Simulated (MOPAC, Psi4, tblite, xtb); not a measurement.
Approach curve of the dimer C6H6 ··· H3ClSi (SMILES c1ccccc1 and [SiH3]Cl). Monomers: optimised at B3LYP-D3(BJ) (def2-TZVP), held rigid. Orientation: lowest of the rigid-body minima from ten starts at GFN2-xTB. R is the distance of the centres of mass, along which the second monomer moves.

Geometry at R = 3.52 Å (first 12 atoms: monomer A):
```
17

C      1.2576     0.5933     0.0162
C      0.1174     1.3831    -0.0819
C     -1.1401     0.7898    -0.0981
C     -1.2576    -0.5933    -0.0162
C     -0.1174    -1.3831     0.0819
C      1.1400    -0.7898     0.0981
H      2.2366     1.0551     0.0289
H      0.2087     2.4598    -0.1457
H     -2.0277     1.4048    -0.1746
H     -2.2365    -1.0551    -0.0289
H     -0.2087    -2.4599     0.1457
H      2.0276    -1.4047     0.1746
Si     1.3423    -0.9492    -3.5488
Cl    -0.3980     0.1545    -3.3968
H      2.4361    -0.1875    -2.9151
H      1.6310    -1.1729    -4.9788
H      1.1419    -2.2367    -2.8559
```

Methods: GFN1-xTB (xtb); PM3, restricted, heats of formation (MOPAC); SAPT0/jun-cc-pVDZ, frozen core (Psi4); GFN2-xTB (tblite); PM6, restricted, heats of formation (MOPAC).

Interaction energies in kJ/mol (negative: bound); R is the distance of the centres of mass, d the H7···H15 distance.

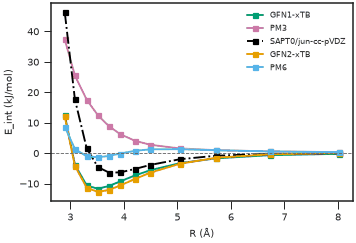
*Interaction energy against separation.*

```csv
R / Å,d / Å,GFN1-xTB,PM3,SAPT0/jun-cc-pVDZ,GFN2-xTB,PM6
2.90,2.62,12.64,37.34,46.32,12.04,8.71
3.09,2.79,-3.76,25.51,17.66,-4.22,1.33
3.31,3.00,-10.61,17.53,1.60,-11.33,-1.00
3.52,3.20,-11.68,12.44,-4.57,-12.74,-1.34
3.73,3.40,-10.75,8.78,-6.40,-12.05,-0.90
3.94,3.61,-9.24,6.21,-6.29,-10.59,-0.11
4.21,3.87,-7.31,4.08,-5.19,-8.47,0.78
4.50,4.15,-5.58,2.75,-3.85,-6.39,1.27
5.05,4.69,-3.29,1.56,-1.99,-3.48,1.30
5.73,5.35,-1.69,0.97,-0.83,-1.51,0.96
6.73,6.34,-0.66,0.58,-0.21,-0.37,0.57
8.02,7.62,-0.21,0.33,-0.01,0.03,0.30
```

Lowest grid point: GFN1-xTB -11.68 kJ/mol at R = 3.52 Å; PM3 0.33 kJ/mol at R = 8.02 Å; SAPT0/jun-cc-pVDZ -6.40 kJ/mol at R = 3.73 Å; GFN2-xTB -12.74 kJ/mol at R = 3.52 Å; PM6 -1.34 kJ/mol at R = 3.52 Å.
